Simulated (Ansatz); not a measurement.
## A computed series for hypothetical diamond Sb: pressure series

Start from Sb in the diamond structure (space group Fd-3m, No. 227; a = 6.9863 Å; a hypothetical phase, not in the database extracts checked).

Cell and atoms are relaxed at each pressure.

All numbers come from DFT with PBE, PAW potentials and a 420 eV plane-wave cutoff in Ansatz (a quantum-chemistry and plane-wave program), no spin-orbit coupling.

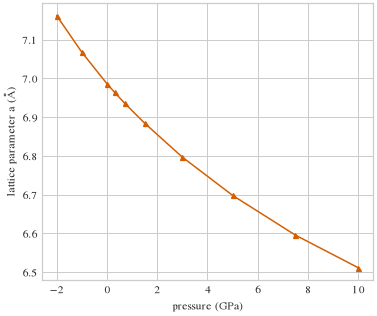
Figure: Lattice parameter a against pressure

```json
[
 {"pressure (GPa)": "-2", "lattice parameter a": "7.162 Å"},
 {"pressure (GPa)": "-1", "lattice parameter a": "7.068 Å"},
 {"pressure (GPa)": "0.3", "lattice parameter a": "6.964 Å"},
 {"pressure (GPa)": "0.7", "lattice parameter a": "6.936 Å"},
 {"pressure (GPa)": "1.5", "lattice parameter a": "6.884 Å"},
 {"pressure (GPa)": "3", "lattice parameter a": "6.797 Å"},
 {"pressure (GPa)": "5", "lattice parameter a": "6.698 Å"},
 {"pressure (GPa)": "7.5", "lattice parameter a": "6.596 Å"},
 {"pressure (GPa)": "10", "lattice parameter a": "6.512 Å"}
]
```

Load acts through the strain it causes; cell and atoms are relaxed under it. No phonon test of stability was made. Competing high-pressure phases were not computed.
